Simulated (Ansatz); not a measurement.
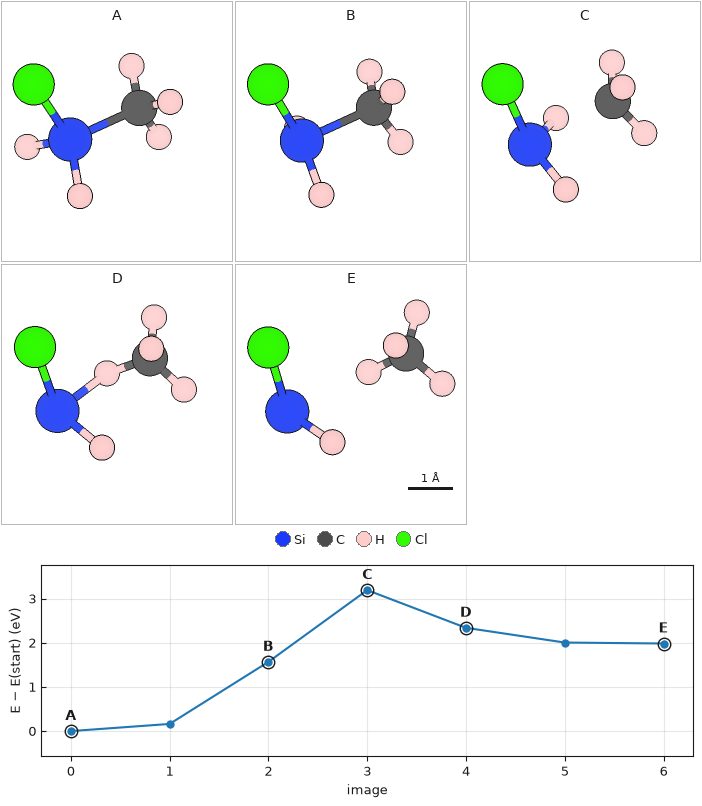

NEB run on CH5ClSi. Images are numbered from 0 (start) to 6 (end). Frames A to E are images 0, 2, 3, 4, 6. The picture is a ball-and-stick view, seen at a tilt.

These are results of Ansatz 0.2.0, RKS PBE0-D4/def2-SVP, not measurements. Settings: 5 movable images; climbing image.

**Describe the mechanism and the energy profile.**

Breaking: C–Si (1.86 → 3.13 Å), H–Si (1.48 → 2.44 Å). Forming: C–H (2.77 → 1.10 Å). The highest point, image 3, lies 3.19 eV above the start and 1.21 eV above the end; the end is at +1.98 eV relative to the start. The band converged in 8 iterations. The largest component of the band force went from 5.5 to 0.038 eV/Å. The climbing image converged on the top of the path. Its curvatures weren't checked. The largest force component is 0.28 eV/Å at the start and 0.29 eV/Å at the end; an end with forces this large is no minimum, and the barrier measured from it can be far off.

Cost: 91 s on 2 threads of Arm Neoverse V1 (shared host).
